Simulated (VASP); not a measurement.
Shape and ions are relaxed at each volume.

Energy against volume of SiC (wurtzite). Computed with vdW-DF-cx, VASP's PBE PAW potentials (set 64) (plane waves; VASP).

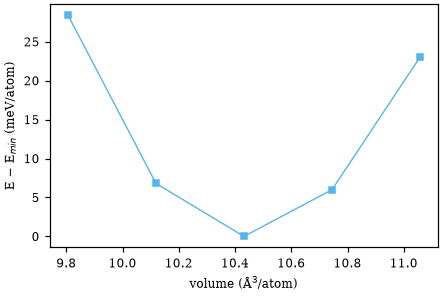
Figure: Energy against volume

Question: Estimate the equilibrium volume and the bulk modulus.

Answer: The minimum lies near 10.4 Å³/atom, and the curvature gives B0 of about 220 GPa.

The compound is SiC in the wurtzite structure, the rare 2H polytype. It was relaxed first.
